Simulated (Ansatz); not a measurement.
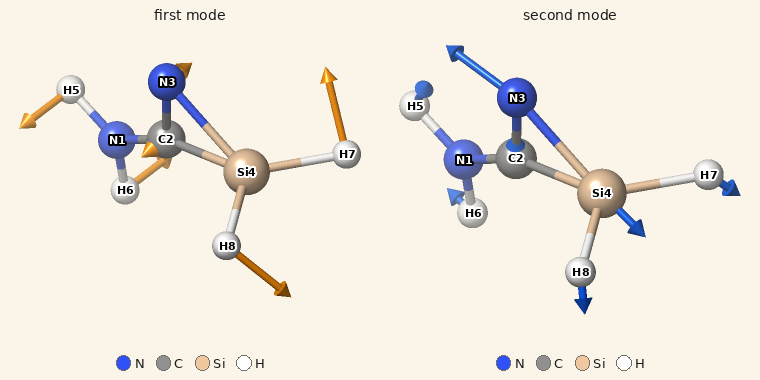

The system is CH₄N₂Si, SMILES NC1=N[SiH2]1; the picture shows the reference structure; its two panels give the patterns of the first and the second mode as arrows. The first coordinate is: normal mode 6 (623 cm⁻¹); the second: normal mode 9 (776 cm⁻¹). Nothing is relaxed (straight displacements along the two mass-weighted modes). The grid has 15 × 15 points. Points are written as (first, second). Energies are in kcal/mol, from the lowest grid point. Level of theory: RKS PBE0-D4/def2-TZVP in Ansatz.

Its coordinates:

```json
{"atom": "N", "x (Å)": "-0.3494", "y (Å)": "1.5581", "z (Å)": "-0.2803"}
{"atom": "C", "x (Å)": "0.1034", "y (Å)": "0.3341", "z (Å)": "-0.0025"}
{"atom": "N", "x (Å)": "1.2580", "y (Å)": "-0.0741", "z (Å)": "0.4143"}
{"atom": "Si", "x (Å)": "0.1490", "y (Å)": "-1.4290", "z (Å)": "0.2025"}
{"atom": "H", "x (Å)": "0.2599", "y (Å)": "2.3535", "z (Å)": "-0.1707"}
{"atom": "H", "x (Å)": "-1.2874", "y (Å)": "1.7003", "z (Å)": "-0.6001"}
{"atom": "H", "x (Å)": "0.3095", "y (Å)": "-2.3472", "z (Å)": "-0.9473"}
{"atom": "H", "x (Å)": "-0.4430", "y (Å)": "-2.0957", "z (Å)": "1.3840"}
```

Range: normal mode 6 (623 cm⁻¹) from −0.953 to 0.953 amu½·Å; normal mode 9 (776 cm⁻¹) from −0.951 to 0.951 amu½·Å.

Question: Predict the map.

Answer: The lowest grid point is at (0.000 amu½·Å, 0.000 amu½·Å). No other kind of well shows on this grid. The highest grid point, (−0.953 amu½·Å, −0.951 amu½·Å), lies 56.8 kcal/mol above the lowest.

```tsv
normal mode 9 (776 cm⁻¹) ↓, normal mode 6 (623 cm⁻¹) →	−0.953	−0.817	−0.681	−0.545	−0.408	−0.272	−0.136	0.000	0.136	0.272	0.408	0.545	0.681	0.817	0.953
0.951	33.0	27.6	23.5	20.3	18.1	16.6	15.8	15.5	15.8	16.6	18.1	20.3	23.4	27.6	32.9
0.815	29.6	24.3	20.1	16.9	14.6	13.1	12.3	12.0	12.3	13.1	14.6	16.9	20.0	24.2	29.6
0.679	26.6	21.2	17.0	13.8	11.5	9.9	9.1	8.8	9.1	9.9	11.5	13.7	16.9	21.2	26.6
0.543	24.0	18.5	14.2	11.0	8.7	7.1	6.2	6.0	6.2	7.1	8.7	11.0	14.2	18.5	24.0
0.407	21.8	16.3	11.9	8.7	6.3	4.7	3.8	3.5	3.8	4.7	6.3	8.7	11.9	16.3	21.8
0.272	20.2	14.6	10.2	6.9	4.5	2.9	2.0	1.7	2.0	2.9	4.5	6.9	10.2	14.6	20.2
0.136	19.2	13.6	9.1	5.7	3.3	1.7	0.7	0.4	0.7	1.7	3.3	5.7	9.1	13.5	19.2
0.000	19.0	13.3	8.8	5.4	2.9	1.3	0.3	0.0	0.3	1.3	2.9	5.4	8.8	13.3	19.0
−0.136	19.8	14.0	9.4	6.0	3.5	1.8	0.8	0.5	0.8	1.8	3.5	6.0	9.4	14.0	19.7
−0.272	21.6	15.8	11.2	7.7	5.1	3.4	2.5	2.1	2.5	3.4	5.1	7.7	11.2	15.8	21.6
−0.407	24.8	18.9	14.3	10.8	8.2	6.4	5.4	5.1	5.4	6.4	8.2	10.7	14.3	18.9	24.8
−0.543	29.6	23.7	19.0	15.4	12.8	11.1	10.1	9.7	10.1	11.1	12.8	15.4	19.0	23.6	29.5
−0.679	36.3	30.3	25.6	22.0	19.4	17.6	16.6	16.3	16.6	17.6	19.4	22.0	25.6	30.3	36.2
−0.815	45.2	39.3	34.5	30.9	28.3	26.5	25.5	25.1	25.4	26.5	28.2	30.9	34.5	39.1	45.1
−0.951	56.8	50.9	46.2	42.5	39.9	38.1	37.1	36.7	37.0	38.0	39.8	42.4	46.0	50.7	56.6
```

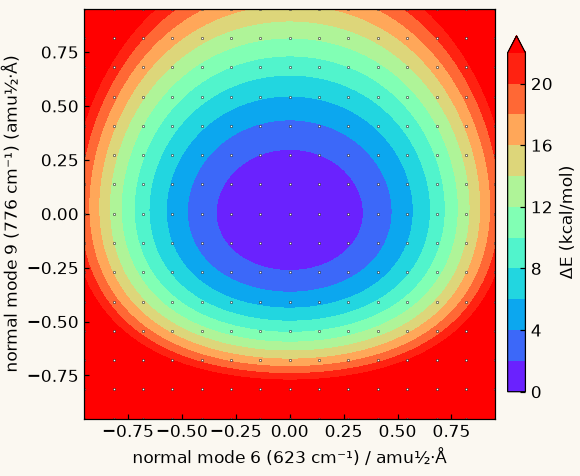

In the figure: filled contours, dots at the grid points, one colour for all values above the top of the scale. Between grid points the surface is interpolated.

Time for the 225 points that were run: 12 min on 1 thread of Intel(R) Xeon(R) 6975P-C (Granite Rapids), with other jobs on the host.
